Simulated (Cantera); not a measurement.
Feed: 1 mol Si2H6, 1.5 mol HCl, 9.3 mol H2, held at 1 atm.

These are equilibrium values from Cantera (NASA tables, ideal gas, pure condensed phases), not measurements of a reactor. Candidate condensed phases: Si; 19 gas species. The feed counts by its element totals alone. The tables' values for SiCl3 are old estimates; treat these amounts as uncertain. The numbers say what is thermodynamically allowed, not how fast it happens.

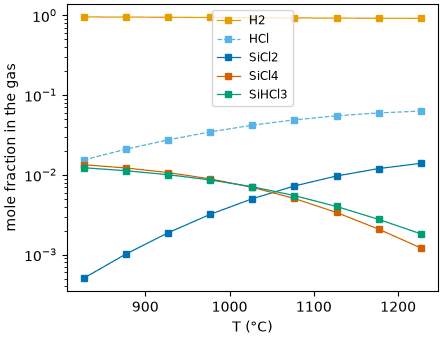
Figure. Equilibrium gas composition (values under 1e-9 drawn at 1e-9)

**Question.** Read off the mole fractions at 1177 °C.

**Answer.** H2 about 0.92, HCl about 0.060, SiCl2 about 0.012, SiHCl3 about 0.0028, SiCl4 about 0.0021.
